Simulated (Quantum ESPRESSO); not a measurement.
## Effort and miss along a sweep of ecutwfc: SrMg₁₄Ga (Amm2, 16 atoms in the cell)

Cell: a = 10.5598 Å, b = 6.5183 Å, c = 6.5183 Å, α = 59.23°, β = 90.00°, γ = 90.00°.

Level of theory: PBEsol, GBRV 1.5 ultrasoft (PBESOL) pseudopotentials (plane waves; Quantum ESPRESSO).

Base settings: ecutwfc = 50 Ry; ecutrho = 250 Ry; occupations = smearing; smearing = marzari-vanderbilt; degauss = 0.0099958 Ry; K_POINTS = automatic 2 3 3 0 0 0; conv_thr = 1e-11 Ry.

Misses are taken against the tightest run, 65 Ry (ecutrho: 250 Ry → 325 Ry), which need not be fully converged itself. The energy is the free energy per atom.

The count of work is k-points × plane waves × bands × iterations; it is no time, and leaves out set-up, grids and terms that scale otherwise. Core times come from one kind of shared machine and are given to one figure; runs under 30 s give none.

The starting cell comes from a database of computed structures (which also holds hypothetical and non-ambient phases and stackings), without a prior relaxation at this level.

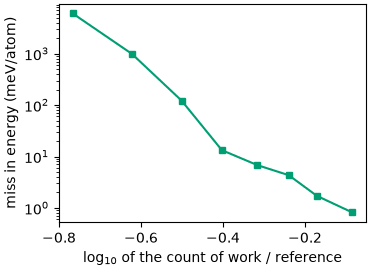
*Miss against the count of work; the reference run is not drawn, and misses under 0.1 meV/atom are drawn there.*

```tsv
ecutwfc	energy less reference (meV/atom)	pressure less reference (GPa)	largest difference in the force on any atom (eV/Å)	count of work / reference	core time / reference (rough)
20 Ry (ecutrho: 250 Ry → 100 Ry)	6042.44	-185.75	0.038	0.17	0.2
25 Ry (ecutrho: 250 Ry → 125 Ry)	989.02	-42.10	0.013	0.24	0.3
30 Ry (ecutrho: 250 Ry → 150 Ry)	122.45	-7.40	0.003	0.32	0.3
35 Ry (ecutrho: 250 Ry → 175 Ry)	13.28	-0.63	0.000	0.40	0.4
40 Ry (ecutrho: 250 Ry → 200 Ry)	6.78	0.01	0.000	0.48	0.5
45 Ry (ecutrho: 250 Ry → 225 Ry)	4.33	-0.06	0.000	0.58	0.5
50 Ry	1.72	-0.01	0.000	0.67	0.8
57 Ry (ecutrho: 250 Ry → 285 Ry)	0.82	0.05	0.000	0.82	0.8
65 Ry (ecutrho: 250 Ry → 325 Ry)	0.00	0.00	0.000	1.0	1
```

Coarsest setting among those run that, with all tighter ones, holds the energy within 10 meV/atom of the reference: 40 Ry (ecutrho: 250 Ry → 200 Ry), off by 6.8 meV/atom; its saving against the reference is no more than about a factor of 2 in the count of work.

Coarsest setting among those run that, with all tighter ones, holds the energy within 2 meV/atom of the reference: 50 Ry, off by 1.7 meV/atom; its saving against the reference is no more than about a factor of 2 in the count of work.

The step from 20 Ry (ecutrho: 250 Ry → 100 Ry) to 45 Ry (ecutrho: 250 Ry → 225 Ry): it takes the miss in the energy from 6000 to 4.3 meV/atom, for 3.4 times the count of work and roughly 3 times the time.
